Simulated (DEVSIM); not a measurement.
Device: W/SiO2/p-GaAs capacitor, at 300 K.

```
layer (left to right)  material  thickness (nm)  Na (cm⁻³)
---------------------  --------  --------------  ---------
1                          SiO2            24.0          -
2                          GaAs             570     1.3e18
```

Metal gate on the left, work function 4.6 eV. Fixed charge at the semiconductor interface 0 cm⁻² (in units of +e); no interface traps.

The device is made up for the run: typed textbook-type constants, with dimensions and the other settings drawn at random. Values at 300 K.

```
parameter      SiO2    GaAs
-------------  ----  ------
gap (eV)          9   1.424
affinity (eV)   0.9    4.07
permittivity    3.9    12.9
Nc (cm⁻³)         -  4.7e17
Nv (cm⁻³)         -    9e18
```

Model (solved in DEVSIM): 1D Poisson equation in equilibrium, Boltzmann statistics, complete ionisation; no quantum confinement or tunnelling. Metal contacts follow the ideal Schottky-Mott rule: no Fermi-level pinning, no interface dipoles.

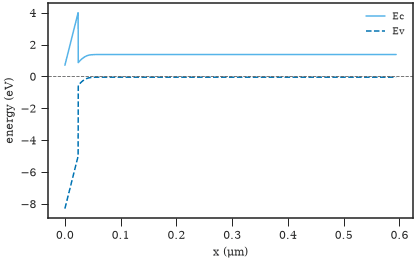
Band edges at 3.0 V on the gate

Energies count from the Fermi level of the right contact; mesh points crowd at the junctions.

| x (μm) | Ec (eV) | Ev (eV) | n (cm⁻³) | p (cm⁻³) | field (V/cm) |
|---|---|---|---|---|---|
| 0.000 | 0.700 | -8.300 | < 1e2 | < 1e2 | 1400000 |
| 0.001160 | 0.861 | -8.139 | < 1e2 | < 1e2 | 1400000 |
| 0.003364 | 1.167 | -7.833 | < 1e2 | < 1e2 | 1400000 |
| 0.007551 | 1.749 | -7.251 | < 1e2 | < 1e2 | 1400000 |
| 0.01663 | 3.010 | -5.990 | < 1e2 | < 1e2 | 1400000 |
| 0.02073 | 3.581 | -5.419 | < 1e2 | < 1e2 | 1400000 |
| 0.02289 | 3.881 | -5.119 | < 1e2 | < 1e2 | 1400000 |
| 0.02431 | 0.877 | -0.547 | 850 | 5.9e9 | 410000 |
| 0.02583 | 0.938 | -0.486 | < 1e2 | 6.3e10 | 390000 |
| 0.02893 | 1.049 | -0.375 | < 1e2 | 4.6e12 | 330000 |
| 0.03521 | 1.221 | -0.203 | < 1e2 | 3.5e15 | 220000 |
| 0.05363 | 1.371 | -0.053 | < 1e2 | 1.2e18 | 7700 |
| 0.08542 | 1.374 | -0.050 | < 1e2 | 1.3e18 | ≈ 0 |
| 0.1500 | 1.374 | -0.050 | < 1e2 | 1.3e18 | ≈ 0 |
| 0.3366 | 1.374 | -0.050 | < 1e2 | 1.3e18 | ≈ 0 |
| 0.4679 | 1.374 | -0.050 | < 1e2 | 1.3e18 | ≈ 0 |
| 0.5325 | 1.374 | -0.050 | < 1e2 | 1.3e18 | ≈ 0 |
| 0.5643 | 1.374 | -0.050 | < 1e2 | 1.3e18 | ≈ 0 |
| 0.5832 | 1.374 | -0.050 | < 1e2 | 1.3e18 | ≈ 0 |
| 0.5893 | 1.374 | -0.050 | < 1e2 | 1.3e18 | ≈ 0 |
| 0.5923 | 1.374 | -0.050 | < 1e2 | 1.3e18 | ≈ 0 |
| 0.5940 | 1.374 | -0.050 | < 1e2 | 1.3e18 | ≈ 0 |
